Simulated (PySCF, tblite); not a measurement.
# C₆H₁₃AlO₂: geometry, infrared bands and NMR shifts

Aim: predict the infrared bands and NMR shifts of C₆H₁₃AlO₂ (`CC(=O)[C@H]1CC[O+]([AlH3-])C1`).

Programs: tblite 0.8.0 and PySCF 2.14.0, with density-fitted response routines of our own. Each step states its level of theory. These are calculated values for one molecule in the gas phase, unless marked as measured. Atoms are numbered from 0 throughout.

### 1 The starting structure

22 atoms, charge 0, multiplicity 1; geometry from: force field or distance geometry start.

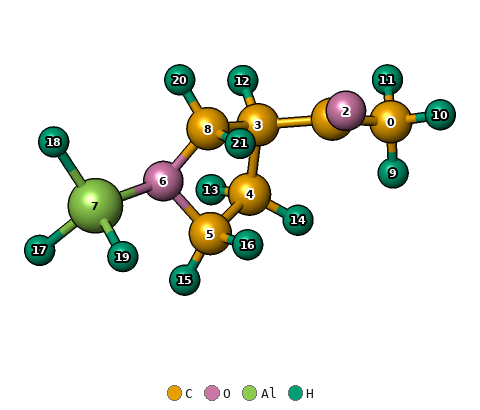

As it starts; carbon amber, oxygen pink, aluminium green, hydrogen teal, atoms numbered.

### 2 Optimising the geometry with GFN2-xTB

The job: settings as JSON, then the geometry in Å.

```
{"job": {"kind": "relax", "xc": "GFN2-xTB", "basis": "xTB"}, "charge": 0, "multiplicity": 1}
C     -3.176900    -0.030600     0.209400
C     -1.825400     0.338700     0.676800
O     -1.682100     1.415000     1.235900
C     -0.641700    -0.550300     0.514900
C     -0.462600    -0.787400    -0.957000
C      0.760200     0.101800    -1.213400
O      1.508400    -0.269600    -0.094700
Al     3.195200     0.350000    -0.036800
C      0.668900     0.119100     0.938100
H     -3.189800    -0.121900    -0.882500
H     -3.872300     0.805800     0.484600
H     -3.553000    -0.987800     0.675200
H     -0.776800    -1.513100     1.079000
H     -0.093000    -1.819400    -1.130400
H     -1.309400    -0.495400    -1.579000
H      1.262500    -0.127900    -2.145900
H      0.439800     1.178800    -1.154100
H      4.047500    -0.547600    -1.075800
H      3.903600     0.193300     1.380200
H      3.305400     1.849300    -0.563800
H      1.019000    -0.287500     1.885400
H      0.462000     1.205900     0.951500
```

The run is started by

```
> OMP_NUM_THREADS=1 python probes_run.py task.json out
```

This one command runs all jobs of the session in turn.

The log of the run:

```text
step      E/eV     max force
  0    -780.03060    3.343
  1    -780.42056    2.515
  2    -780.71014    1.590
  3    -780.87955    0.771
  4    -780.98053    0.682
  5    -781.03130    0.440
  6    -781.06916    0.407
  7    -781.09675    0.398
  8    -781.11884    0.326
  9    -781.13858    0.407
 10    -781.15986    0.419
 11    -781.18275    0.305
 12    -781.20498    0.306
 13    -781.22450    0.300
 14    -781.24046    0.234
 15    -781.25203    0.231
 16    -781.26031    0.222
 17    -781.26704    0.238
 18    -781.27301    0.206
 19    -781.27863    0.176
 20    -781.28315    0.137
 21    -781.28603    0.100
 22    -781.28786    0.101
 23    -781.28934    0.094
 24    -781.29081    0.091
 25    -781.29235    0.099
 26    -781.29404    0.112
 27    -781.29586    0.120
 28    -781.29765    0.124
 29    -781.29934    0.102
 30    -781.30106    0.104
 31    -781.30302    0.105
 32    -781.30519    0.116
 33    -781.30723    0.104
 34    -781.30898    0.094
 35    -781.31059    0.095
 36    -781.31234    0.108
 37    -781.31429    0.098
 38    -781.31641    0.093
 39    -781.31887    0.128
 40    -781.32195    0.148
 41    -781.32541    0.161
 42    -781.32865    0.164
 43    -781.33154    0.147
 44    -781.33473    0.146
 45    -781.33908    0.184
 46    -781.34436    0.199
 47    -781.34900    0.189
 48    -781.35265    0.128
 49    -781.35584    0.114
 50    -781.35710    0.395
 51    -781.36074    0.151
 52    -781.36250    0.156
 53    -781.36436    0.149
 54    -781.36531    0.089
 55    -781.36717    0.092
 56    -781.36848    0.074
 57    -781.36943    0.061
 58    -781.37019    0.078
 59    -781.37101    0.059
 60    -781.37178    0.053
 61    -781.37240    0.073
 62    -781.37293    0.048
 63    -781.37350    0.051
 64    -781.37419    0.063
 65    -781.37497    0.070
 66    -781.37583    0.073
 67    -781.37673    0.058
 68    -781.37763    0.067
 69    -781.37851    0.067
 70    -781.37941    0.067
 71    -781.38033    0.070
 72    -781.38124    0.078
 73    -781.38207    0.074
 74    -781.38290    0.105
 75    -781.38386    0.071
 76    -781.38497    0.084
 77    -781.38612    0.071
 78    -781.38725    0.085
 79    -781.38831    0.089
 80    -781.38935    0.082
 81    -781.39055    0.083
 82    -781.39193    0.088
 83    -781.39351    0.143
 84    -781.39543    0.156
 85    -781.39749    0.105
 86    -781.39916    0.090
 87    -781.40037    0.084
 88    -781.40150    0.116
 89    -781.40266    0.114
 90    -781.40376    0.076
 91    -781.40465    0.052
 92    -781.40532    0.059
 93    -781.40594    0.081
 94    -781.40682    0.076
 95    -781.40762    0.057
 96    -781.40820    0.052
 97    -781.40868    0.051
 98    -781.40934    0.076
 99    -781.41033    0.088
100    -781.41162    0.070
101    -781.41280    0.068
102    -781.41362    0.046
103    -781.41416    0.044
104    -781.41464    0.041
105    -781.41515    0.039
106    -781.41569    0.041
107    -781.41612    0.047
108    -781.41663    0.049
109    -781.41718    0.051
110    -781.41788    0.059
111    -781.41868    0.058
112    -781.41967    0.062
113    -781.42074    0.080
114    -781.42172    0.084
115    -781.42288    0.077
116    -781.42438    0.074
117    -781.42593    0.080
118    -781.42720    0.082
119    -781.42808    0.062
120    -781.42855    0.109
121    -781.42925    0.086
122    -781.43001    0.048
123    -781.43043    0.040
124    -781.43077    0.033
125    -781.43110    0.033
126    -781.43139    0.030
127    -781.43164    0.031
128    -781.43186    0.033
129    -781.43205    0.031
130    -781.43221    0.026
131    -781.43235    0.025
132    -781.43250    0.025
133    -781.43265    0.025
134    -781.43278    0.028
135    -781.43291    0.023
136    -781.43303    0.028
137    -781.43314    0.026
138    -781.43323    0.018
139    -781.43332    0.017
140    -781.43340    0.016
141    -781.43347    0.019
142    -781.43354    0.020
143    -781.43362    0.019
144    -781.43374    0.022
145    -781.43390    0.030
146    -781.43409    0.033
147    -781.43433    0.036
148    -781.43463    0.042
149    -781.43502    0.041
150    -781.43552    0.055
151    -781.43613    0.063
152    -781.43680    0.053
153    -781.43737    0.052
154    -781.43765    0.087
155    -781.43808    0.043
156    -781.43834    0.039
157    -781.43859    0.026
158    -781.43871    0.039
159    -781.43883    0.025
160    -781.43891    0.016
161    -781.43897    0.013
162    -781.43899    0.008
```

Wall time 2.4 s (1 thread of Arm Neoverse N1, shared host).

Along the way: (not every step is listed)

```tsv
step	energy from step 0 (eV)	largest force (eV/Å)
0	0.0000	3.3425
1	-0.3900	2.5146
2	-0.6795	1.5899
3	-0.8489	0.7712
4	-0.9499	0.6819
5	-1.0007	0.4395
6	-1.0386	0.4072
7	-1.0661	0.3982
8	-1.0882	0.3262
22	-1.2573	0.1008
36	-1.2817	0.1077
50	-1.3265	0.3953
64	-1.3436	0.0635
78	-1.3566	0.0851
92	-1.3747	0.0592
106	-1.3851	0.0409
120	-1.3979	0.1092
134	-1.4022	0.0280
148	-1.4040	0.0418
157	-1.4080	0.0265
158	-1.4081	0.0392
159	-1.4082	0.0248
160	-1.4083	0.0156
161	-1.4084	0.0134
162	-1.4084	0.0079
```

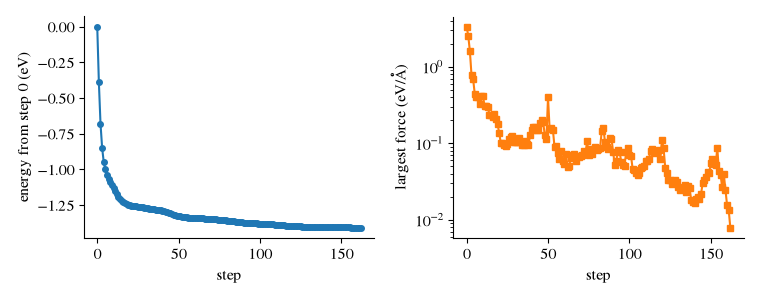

Energy and force, step by step.

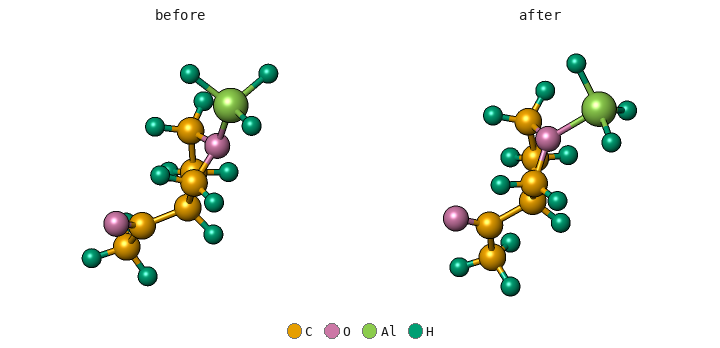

Before and after, at one scale.

Close pairs (by a distance rule), those that changed most:

```tsv
bond	before (Å)	after (Å)	change (Å)
O6–Al7	1.798	1.864	+0.066
C3–C4	1.502	1.549	+0.048
C0–H11	1.129	1.089	-0.040
C1–C3	1.489	1.527	+0.037
C0–H10	1.122	1.086	-0.036
C3–H12	1.124	1.090	-0.034
Al7–H17	1.616	1.587	-0.029
C5–H16	1.125	1.096	-0.029
```

The next job starts from the end point, and lists it.

### 3 Infrared spectrum with GFN2-xTB

The job: settings as JSON, then the geometry in Å.

```
{"job": {"kind": "ir", "xc": "GFN2-xTB", "basis": "xTB"}, "charge": 0, "multiplicity": 1}
C     -3.150838    -0.511369     0.448193
C     -1.954579     0.388100     0.570766
O     -2.028087     1.569532     0.783621
C     -0.616749    -0.320558     0.374587
C     -0.253554    -0.317295    -1.131681
C      0.899347     0.680461    -1.201524
O      1.560741     0.515165     0.034576
Al     3.268681    -0.222113    -0.088161
C      0.547178     0.450268     1.018306
H     -3.049374    -1.177087    -0.405027
H     -4.058987     0.078545     0.360567
H     -3.214883    -1.123914     1.346520
H     -0.683760    -1.341369     0.751362
H      0.094427    -1.303856    -1.436121
H     -1.088770    -0.020590    -1.764553
H      1.620297     0.466995    -1.992904
H      0.533800     1.709944    -1.291746
H      2.946931    -1.523649    -0.936706
H      3.494212    -0.372849     1.462389
H      3.941640     0.965383    -0.875040
H      0.968204    -0.036047     1.897242
H      0.213712     1.465689     1.272915
```

The log of the run:

```text
mode    cm-1     km/mol
  1      33.4      7.08
  2      52.8      4.38
  3      77.1      4.60
  4     114.0      2.52
  5     127.8      0.71
  6     148.3      0.90
  7     209.4      0.53
  8     251.2      1.54
  9     293.4      3.21
 10     335.6      6.16
 11     389.7      1.91
 12     481.3     16.89
 13     501.7     20.73
 14     558.1      5.06
 15     581.8     13.96
 16     645.9      8.58
 17     660.2      0.11
 18     769.1    252.28
 19     780.9    423.48
 20     781.5    538.31
 21     802.2    183.06
 22     884.3      1.19
 23     960.2     23.66
 24     962.2     22.12
 25     981.8     16.05
 26     984.9      7.28
 27     995.4      6.69
 28    1045.1      3.01
 29    1069.7      9.56
 30    1089.9      8.37
 31    1107.8     49.68
 32    1147.4    109.84
 33    1154.8     15.45
 34    1179.0      8.30
 35    1216.4      4.65
 36    1238.7     26.62
 37    1272.6     30.13
 38    1282.5      8.21
 39    1307.3      2.26
 40    1323.9      9.32
 41    1367.4     46.34
 42    1443.5      2.48
 43    1445.6     12.70
 44    1451.8     16.71
 45    1452.5      1.88
 46    1464.6      3.51
 47    1597.0    349.62
 48    1649.7    218.48
 49    1653.8    328.36
 50    1781.6    290.34
 51    2907.6      7.79
 52    2928.2     21.68
 53    2977.6      6.66
 54    2987.1      8.68
 55    3007.8     16.12
 56    3012.5      6.69
 57    3014.7     14.50
 58    3018.2      5.52
 59    3042.0      5.20
 60    3062.3      8.67
```

It took 1.6 s on 1 thread of Arm Neoverse N1, shared host.

The strongest bands and the atoms that carry them (share of the mass-weighted mode):

```tsv
cm⁻¹	km/mol	atoms
769	252.3	H18 59 %, H19 17 %, H17 16 %
781	423.5	H17 42 %, H19 30 %, H18 13 %
782	538.3	H19 38 %, H17 33 %, H18 12 %
802	183.1	C3 14 %
1597	349.6	H17 93 %
1650	218.5	H19 93 %
1654	328.4	H18 96 %
1782	290.3	C1 62 %, O2 37 %
```

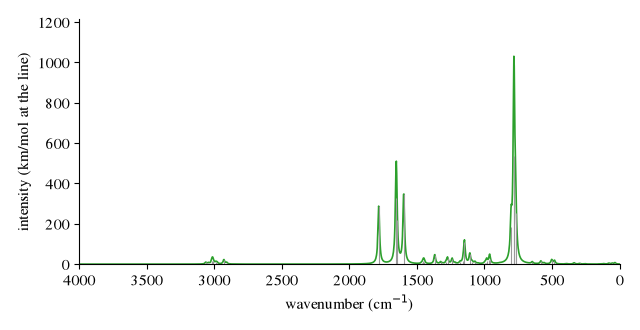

The infrared spectrum from these modes, unscaled. Lines are broadened to a width of 14 cm⁻¹ (Lorentzian).

### 4 NMR shieldings: PBE0/pcSseg-1

Same as in step 3 but for these lines:

```diff
@@ -1,2 +1,2 @@
-{"job": {"kind": "ir", "xc": "GFN2-xTB", "basis": "xTB"}, "charge": 0, "multiplicity": 1}
+{"job": {"kind": "nmr", "xc": "PBE0", "basis": "pcSseg-1"}, "charge": 0, "multiplicity": 1}
 C     -3.150838    -0.511369     0.448193
```

With the program's defaults for keys left out, this is: GIAO PBE0/pcSseg-1 NMR shielding, non-relativistic, gas phase.

The log of the run:

```text
coarse grid: 18376 points
cycle   1  E = -628.4827124821  dE =  1.221e+00  |g| = 8.576e-01  |ddm| = 4.095e+00
cycle   2  E = -628.1108602910  dE =  3.719e-01  |g| = 1.648e+00  |ddm| = 2.341e+00
cycle   3  E = -628.6215346972  dE = -5.107e-01  |g| = 1.915e-01  |ddm| = 1.811e+00
cycle   4  E = -628.6284137367  dE = -6.879e-03  |g| = 7.926e-02  |ddm| = 1.911e-01
cycle   5  E = -628.6295434745  dE = -1.130e-03  |g| = 2.072e-02  |ddm| = 6.260e-02
cycle   6  E = -628.6296160067  dE = -7.253e-05  |g| = 6.139e-03  |ddm| = 1.754e-02
cycle   7  E = -628.6296232975  dE = -7.291e-06  |g| = 1.112e-03  |ddm| = 5.420e-03
final grid: 171392 points
cycle   8  E = -628.7040858523  dE = -3.635e-05  |g| = 1.567e-02  |ddm| = 3.817e-02
cycle   9  E = -628.7039896243  dE =  9.623e-05  |g| = 2.766e-02  |ddm| = 2.931e-02
cycle  10  E = -628.7041304243  dE = -1.408e-04  |g| = 3.341e-03  |ddm| = 2.116e-02
cycle  11  E = -628.7041325198  dE = -2.096e-06  |g| = 4.004e-04  |ddm| = 2.541e-03
cycle  12  E = -628.7041325442  dE = -2.435e-08  |g| = 1.901e-04  |ddm| = 4.573e-04
cycle  13  E = -628.7041325513  dE = -7.131e-09  |g| = 3.382e-05  |ddm| = 1.635e-04
cycle  14  E = -628.7041325515  dE = -2.151e-10  |g| = 9.709e-06  |ddm| = 3.919e-05
converged SCF energy = -628.7041325515

GIAO shielding tensors (ppm)
atom      isotropic    diamagn.    paramagn.     s11        s22        s33       span
  0 C      154.417     251.810     -97.393    134.019    137.751    191.481     57.462
  1 C      -24.417     250.820    -275.237   -111.063    -63.629    101.440    212.503
  2 O     -310.853     401.734    -712.587   -880.217   -412.917    360.574   1240.790
  3 C      135.951     256.651    -120.701    102.827    140.761    164.264     61.437
  4 C      153.677     251.893     -98.216    125.551    163.585    171.894     46.343
  5 C      114.114     249.367    -135.252     73.631    102.212    166.500     92.868
  6 O      286.802     401.661    -114.860    195.159    312.609    352.637    157.478
  7 Al     409.909     795.522    -385.613    383.884    407.935    437.908     54.024
  8 C      113.114     247.595    -134.481     70.202    101.240    167.899     97.697
  9 H       29.181      30.274      -1.093     25.571     30.232     31.740      6.169
 10 H       29.518      27.215       2.303     25.953     27.175     35.425      9.471
 11 H       29.446      28.388       1.059     26.091     28.353     33.894      7.803
 12 H       28.457      35.788      -7.331     24.033     27.786     33.551      9.518
 13 H       29.041      32.735      -3.694     24.234     27.439     35.451     11.218
 14 H       30.308      32.732      -2.424     25.820     29.125     35.981     10.161
 15 H       27.095      31.029      -3.934     22.347     26.570     32.370     10.023
 16 H       27.968      31.478      -3.510     23.573     26.452     33.880     10.307
 17 H       27.517      30.631      -3.114     23.590     27.307     31.654      8.064
 18 H       27.608      30.129      -2.521     23.931     26.724     32.169      8.238
 19 H       27.382      29.639      -2.256     23.747     26.069     32.331      8.585
 20 H       27.205      31.673      -4.468     22.536     27.124     31.955      9.419
 21 H       26.969      31.717      -4.748     22.145     25.873     32.889     10.744
```

It took 86 s on 1 thread of Arm Neoverse N1, shared host; peak memory 1 GiB.

The references, computed at this level on geometries of the same kind, shield at (ppm): ¹H TMS 31.72, ¹³C TMS 186.9, ¹⁷O H2O 336.1, ²⁷Al AlH4- 490.0. Their shielding less the atom's gives the shift. The references are single molecules in the gas phase, so shifts against H2O, NH3, PH3, H3PO4 or CFCl3 are not on the usual liquid scales and can be off by tens of ppm. Shifts against hydride references such as AlH4− lie on their own scale. Atoms listed in one row are averaged.

```tsv
atoms	environment	σ (ppm)	δ (ppm)
C1	ketone carbonyl carbon	-24.4	211.3
C8	sp3 CH2 bonded to O	113.1	73.8
C5	sp3 CH2 bonded to O	114.1	72.8
C3	sp3 CH α to a carbonyl	136.0	51.0
C4	sp3 CH2 in a ring	153.7	33.2
C0	methyl carbon α to a carbonyl	154.4	32.5
H21	hydrogen on an sp3 CH2 bonded to O	26.97	4.75
H15	hydrogen on an sp3 CH2 bonded to O	27.10	4.62
H20	hydrogen on an sp3 CH2 bonded to O	27.21	4.51
H17, H18, H19	hydrogen on an aluminium bonded to O	27.50	4.21
H16	hydrogen on an sp3 CH2 bonded to O	27.97	3.75
H12	hydrogen on an sp3 CH α to a carbonyl	28.46	3.26
H13	hydrogen on an sp3 CH2 in a ring	29.04	2.68
H9, H10, H11	hydrogen on a methyl carbon α to a carbonyl	29.38	2.34
H14	hydrogen on an sp3 CH2 in a ring	30.31	1.41
O2	ketone oxygen	-310.9	646.9
O6	donor oxygen of a Lewis adduct	286.8	49.3
Al7	aluminium bonded to O, 3 H	409.9	80.1
```

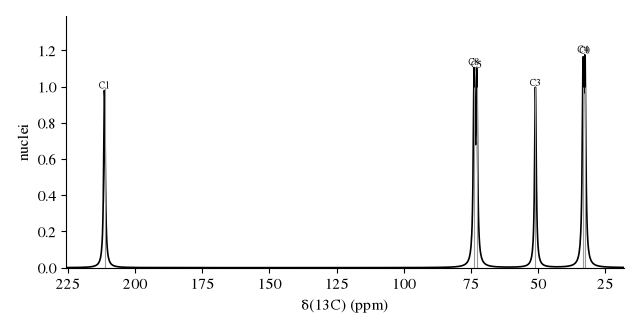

¹³C lines at the computed shifts, without couplings. Lines are broadened to a width of 0.72 ppm (Lorentzian).

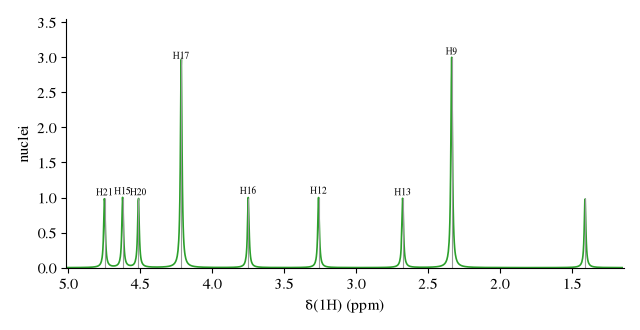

¹H lines at the computed shifts, without couplings. Lines are broadened to a width of 0.01 ppm (Lorentzian).

Charges from the same density, by scheme (e):

```tsv
atoms	Mulliken	IAO	Hirshfeld	ESP fit
C0	-0.24	-0.48	-0.12	-0.47
C1	0.21	0.39	0.18	0.58
O2	-0.35	-0.41	-0.22	-0.49
C3	-0.47	-0.19	-0.03	0.03
C4	-0.17	-0.27	-0.06	-0.15
C5	0.07	-0.05	0.03	0.02
O6	-0.64	-0.32	-0.04	-0.18
Al7	0.71	0.48	0.29	0.74
C8	0.23	-0.07	0.03	-0.18
```

ESP fit charges:

C0 -0.47; C1 0.58; O2 -0.49; C3 0.03; C4 -0.15; C5 0.02; O6 -0.18; Al7 0.74; C8 -0.18; H9 0.12; H10 0.15; H11 0.14; H12 0.05; H13 0.08; H14 0.08; H15 0.09; H16 0.10; H17 -0.33; H18 -0.33; H19 -0.34; H20 0.14; H21 0.14

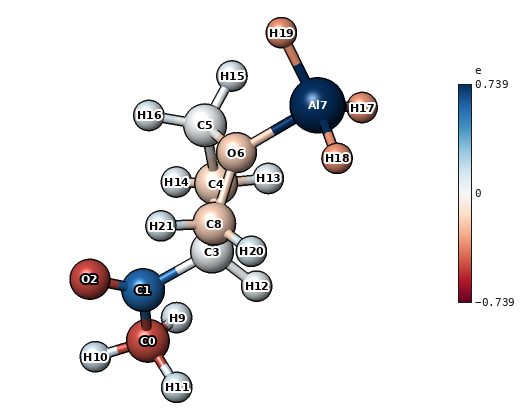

ESP fit charges, as colours on the atoms.

Mayer bond orders: C0–C1 1.01, C1–O2 2.03, C1–C3 0.86, C3–C4 1.00, C4–C5 1.03, C5–O6 0.81, O6–Al7 0.31, O6–C8 0.80, C8–C3 1.00.

Ring of atoms C3, C4, C5, O6, C8: NICS(0) -8.1, NICS(1) -3.9, NICS(1)zz -5.7 ppm (means of both faces).

### 5 Summary of results

| quantity | value |
| --- | --- |
| strongest single infrared mode (GFN2-xTB) | 782 cm⁻¹, 538 km/mol |
| zero-point energy (GFN2-xTB) | 107.3 kcal/mol |
| ¹³C shifts against TMS (PBE0/pcSseg-1) | 211.3, 73.8, 72.8, 51.0, 33.2, 32.5 ppm |
| ¹H shifts against TMS (PBE0/pcSseg-1, means over atoms taken as alike) | 4.75, 4.62, 4.51, 4.21, 3.75, 3.26, 2.68, 2.34, 1.41 ppm |
| ¹⁷O shifts against H2O (PBE0/pcSseg-1) | 646.9, 49.3 ppm |
| ²⁷Al shifts against AlH4- (PBE0/pcSseg-1) | 80.1 ppm |

In words: Over 162 steps the energy fell by 1.408 eV; of the close pairs, O6–Al7 changed most, 1.798 to 1.864 Å. All 60 modes are real, so the xTB geometry is a minimum. Unscaled tight-binding wavenumbers are off by several per cent, some by more. Its intensities can rank the bands wrongly. The most deshielded carbon is C1 (ketone carbonyl carbon), at 211.3 ppm: low-lying n→π* states of the double bond to the heteroatom give a large paramagnetic term (-275 ppm). At PBE0/pcSseg-1: The largest span, 1241 ppm, is at O2, where the paramagnetic term is -713 ppm.
